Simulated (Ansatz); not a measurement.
BH3O2···SiH4

```xyz
11

B    -0.4795   -0.6949    0.0238
O    -0.1168   -1.6278    0.9554
H    -0.8747   -2.1310    1.2819
O     0.4806    0.1002   -0.5274
H     1.3567   -0.1138   -0.1661
H    -1.6099   -0.5424   -0.3370
Si    0.5104    2.9544    1.0850
H     0.5902    4.2189    1.8672
H     1.6180    2.9343    0.0968
H    -0.8028    2.8929    0.3983
H     0.6518    1.8120    2.0250
```

Theory: RKS B3LYP-D4/6-31G* in Ansatz.

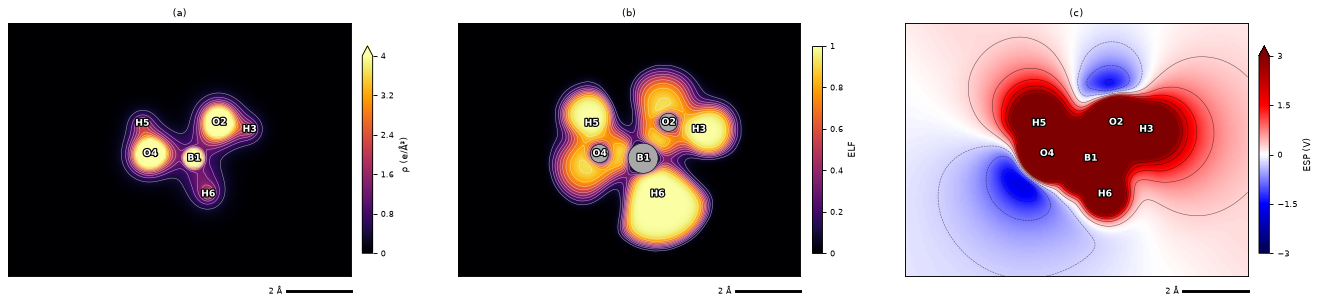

Figure 1. (a) electron density; (b) electron localisation function; (c) electrostatic potential on the plane of atoms O2, B1 and O4. Grey discs cover the atomic cores in the ELF map.

### Read the bonding off the picture.

The section cuts through B, O and H sites. B–O (1.36 Å): ρ at the midpoint is about 2.1 e/Å³; the ELF peaks at about 0.90 between the atoms: a polar covalent bond. O–H (0.97 Å): the density is about 3.6 e/Å³ at the midpoint; the ELF climbs to about 1 towards the hydrogen, as it does in any bond to H: a covalent bond by its length. B–H (1.20 Å): the density is about 1.3 e/Å³ at the midpoint; the ELF climbs to about 1 towards the hydrogen; an ordinary covalent bond to hydrogen. The ELF also peaks beside O4 and O2, away from the bonds: lone-pair regions. Outside the dense part of the complex the potential is most negative (−1.7 V) near O4.

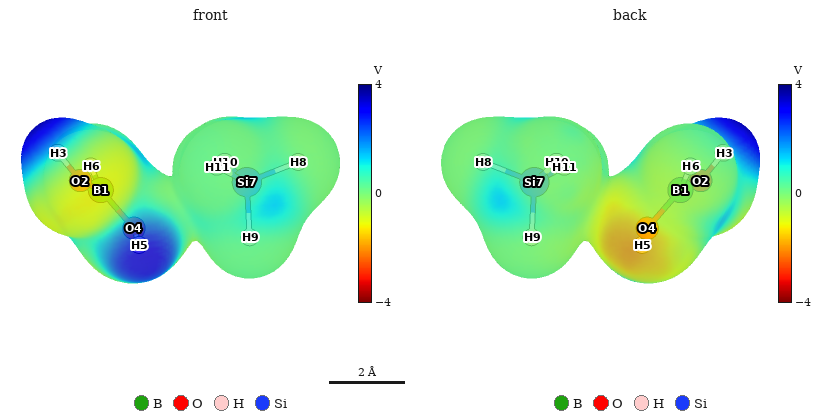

Figure 2. The molecular electrostatic potential painted on the density surface at 0.004 e/bohr³, seen from the front and from behind; the colour scale runs from red (negative) to blue (positive).

### Where is the surface potential most negative and most positive?

The most negative region (about −1.6 V) lies over O4, the most positive (about +3.5 V) over H3. O4 is the likeliest acceptor of a hydrogen bond.

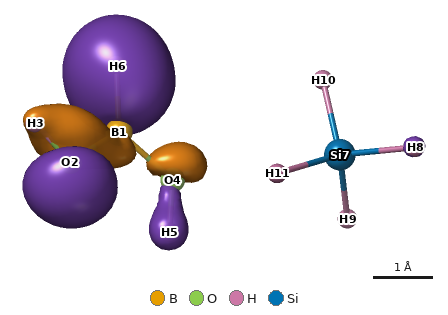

Figure 3. The HOMO−1 at ±0.15 Å⁻³ᐟ² (orange and purple are the two phases), seen at an oblique angle.

### Where does this orbital lie, and at what energy?

It lies mainly on O2 (about 35 %), H6 (about 25 %) and B1 (about 20 %). Its energy is −9.20 eV.
